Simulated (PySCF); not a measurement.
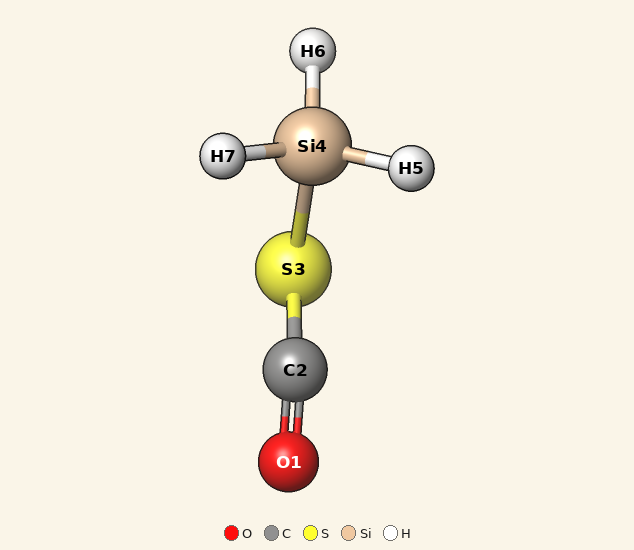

State: neutral, doublet. The computed structure is the end point of a GFN2-xTB optimisation. No frequency run is at hand to confirm it as a minimum. Method: UKS B3LYP, pcH-1 on C H O S Si, non-relativistic (PySCF 2.14.0). Fermi-contact and spin-dipolar terms alone, no spin-orbit part.

Question: Which nucleus has the largest dipolar (anisotropic) hyperfine coupling?

Answer: 17O at O1: principal values −101.3, 48.2, 53.0 MHz.

List the isotropic and dipolar parts for the most strongly coupled nuclei, one of each equivalent set.

```csv
atom,isotope,a_iso (MHz),dipolar part (MHz)
O1,17O,−40.3,"−101.3, 48.2, 53.0"
C2,13C,410.7,"−45.2, −39.5, 84.7"
S3,33S,16.7,"−25.6, −24.3, 49.8"
H5,1H,−0.8,"−2.9, −1.8, 4.7"
H6,1H,3.5,"−1.6, −1.1, 2.7"
Si4,29Si,−47.0,"−2.1, 1.0, 1.1"
```

The geometry is semi-empirical. Around Si such bond lengths and angles can be off by a tenth of an ångström or more and by several degrees, and values that hang on the shape move with them.
